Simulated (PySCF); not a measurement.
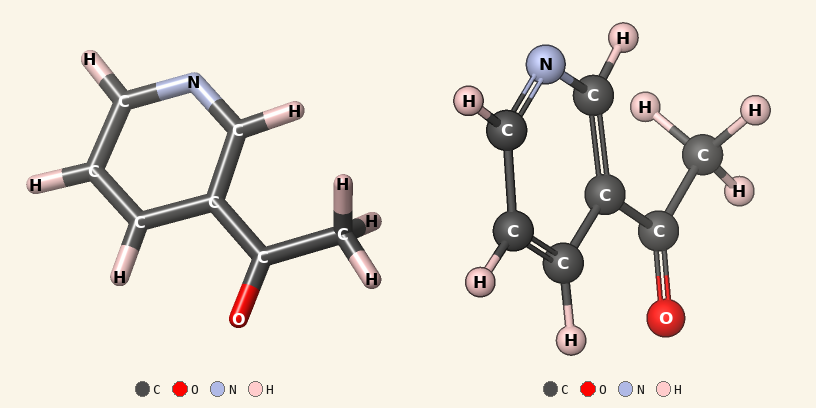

The same structure drawn twice, from different directions.

The geometry was computed by an optimisation with GFN2-xTB. No frequency run is at hand to confirm it as a minimum.

What is the molecular formula?

C7H7NO, 16 atoms: 7 carbon, 7 hydrogen, 1 nitrogen and 1 oxygen.

Describe its rings.

Independent rings (smallest set): 1 of 6 members, 1 of them aromatic.

How many bonds of each kind are drawn?

7 C–H, 6 C–C, 2 C–N, 1 C–O.

The parts below concern this one geometry. Atoms keep their numbers from picture to picture.

**Symmetry**

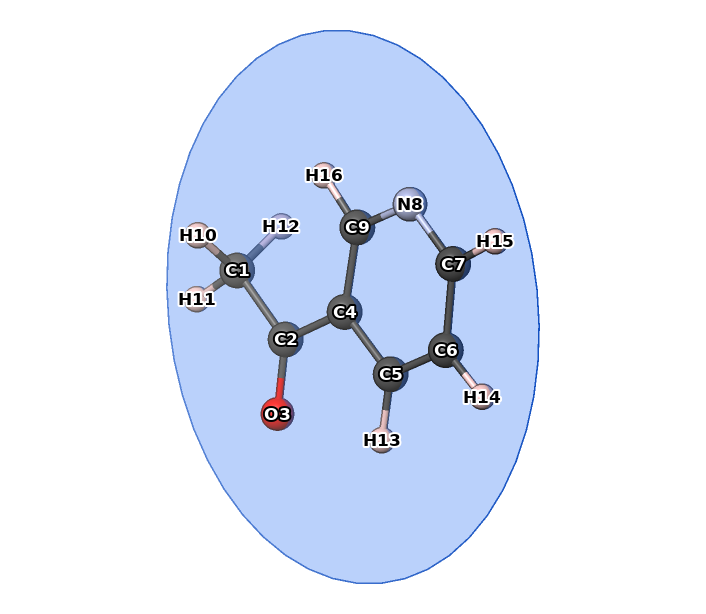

A disc through the centre of mass is drawn in. Atoms fade into the background with distance from the viewer. No frequency run is at hand to confirm it as a minimum.

Is the plane of the disc a mirror plane of the structure?

Yes. The reflection leaves C1, C2, O3, C4, C5, C6, C7, N8, C9, H11, H13, H14, H15, H16 in place and moves H10 ↔ H12. The point group is Cs.

**Polarisability**

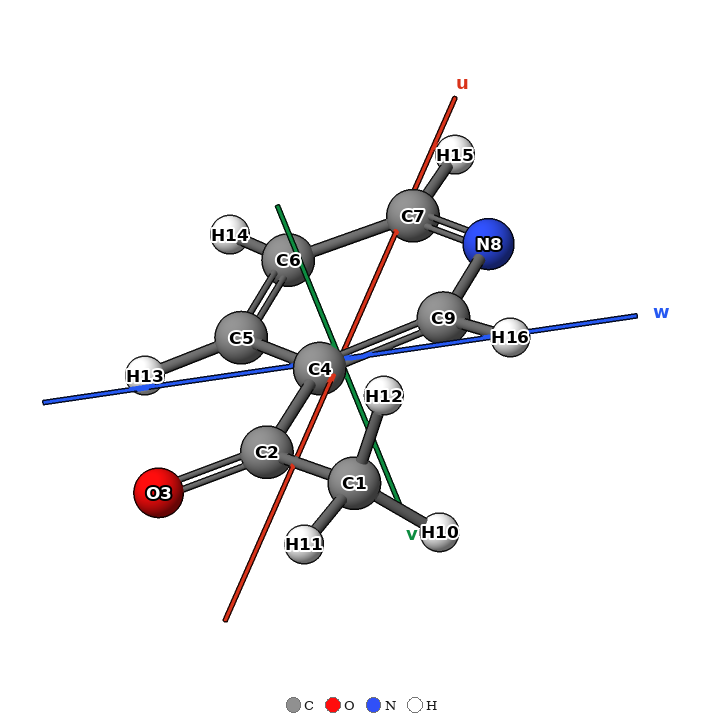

The lines u, v and w are the principal axes of the static dipole polarisability. No frequency run is at hand to confirm it as a minimum. Method: PBE0/def2-SVPD (PySCF 2.14.0).

Along which axis is the molecule most polarisable, and along which least?

Most along u (nearly parallel to the C5–C6 bond), least along v.

Give the three principal values.

u 119.2, v 53.4, w 93.6 bohr³; mean 88.8, anisotropy 57.5 bohr³.

**Bond orders**

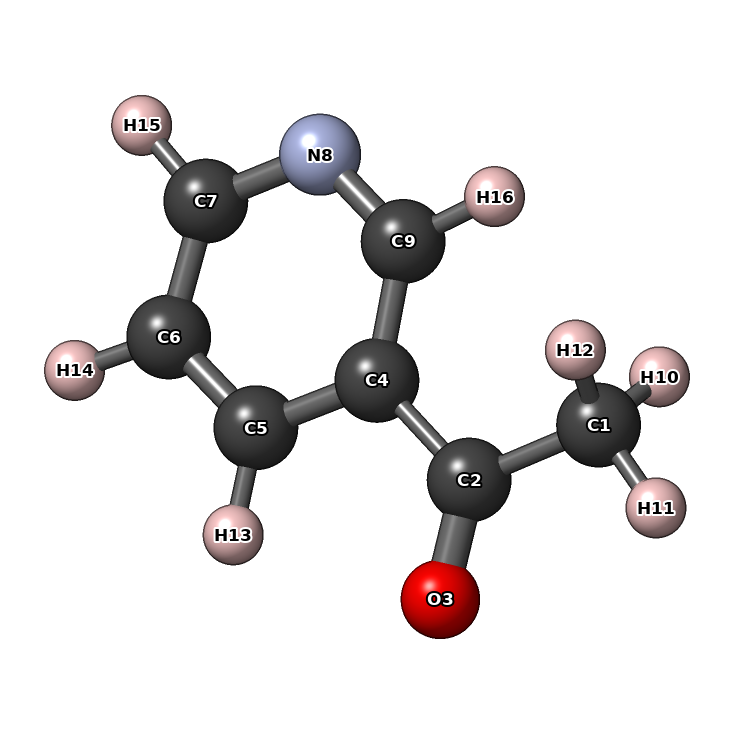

The thickness of each stick grows with its Mayer bond order. No frequency run is at hand to confirm it as a minimum. Method: PBE0/pcSseg-1 (PySCF 2.14.0).

Which bond between heavy atoms has the lowest Mayer bond order?

C2–C4, 0.92, at 1.489 Å.

List the Mayer bond orders of C1–C2, C2–O3, C2–C4, C4–C5, C4–C9, C5–C6, C6–C7, C7–N8, N8–C9 (bonds between heavy atoms, one of each equivalent set).

```
 bond  Mayer order  length (Å)
C1–C2         1.05       1.507
C2–O3         2.00       1.210
C2–C4         0.92       1.489
C4–C5         1.39       1.397
C4–C9         1.33       1.396
C5–C6         1.44       1.382
C6–C7         1.38       1.388
C7–N8         1.47       1.322
N8–C9         1.48       1.319
```

**Ring current**

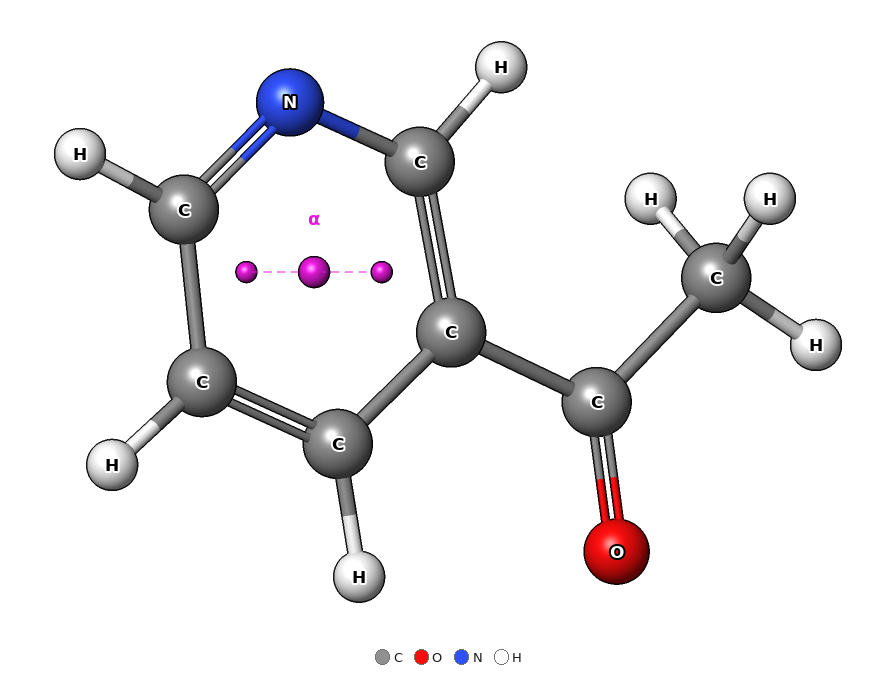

The small points mark where nucleus-independent chemical shifts (NICS) were computed: at the centre of each lettered ring and 1 Å above and below it. No frequency run is at hand to confirm it as a minimum. Level of theory: GIAO PBE0/pcSseg-1 NMR shielding, non-relativistic, gas phase (PySCF 2.14.0).

Give NICS(0), NICS(1) and the out-of-plane component NICS(1)zz for each ring (means of the two sides).

```
ring  members  NICS(0)  NICS(1)  NICS(1)zz
   α      C5N     −7.3    −11.2      −27.7
```

Values in ppm.

What do the values say about the ring currents?

Ring α: diatropic, as in an aromatic ring. NICS is one index among several.
